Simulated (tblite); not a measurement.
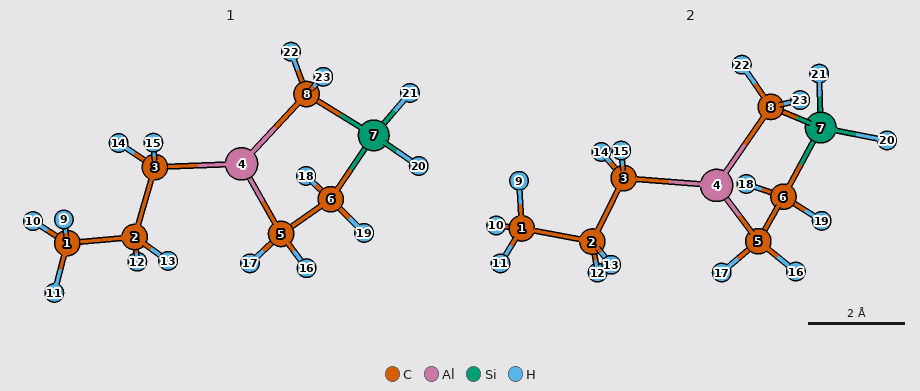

Two geometries of C₆H₁₅AlSi, drawn at one scale. One is the start of a relaxation, the other its converged end. The picture is a ball-and-stick view, seen from a free direction.

Method: tblite, GFN2-xTB geometry optimisation, gas phase. 

Which one is relaxed?

Structure 1 is the relaxed one. After 163 geometry steps the energy has fallen by 16.6 kcal/mol. H21 moves most after the best rigid fit: 1.17 Å. Largest moves by element: H 1.17 Å, Al 0.73 Å, C 0.44 Å, Si 0.36 Å. Among the contacts that change: Si7–C8 1.849 → 1.911 Å, C6–Si7 1.858 → 1.910 Å, C2–C3 1.494 → 1.539 Å, C5–C6 1.498 → 1.543 Å. Bond angles that change, for instance: C3–Al4–C8 120.3° → 130.2°, Al4–C5–H17 109.0° → 118.6°, Al4–C3–H15 104.6° → 112.2°. Groups turn about C1–C2 by about 30°. Cost: 5.8 s on 1 thread of Intel(R) Xeon(R) Processor @ 2.50GHz, on a shared host.
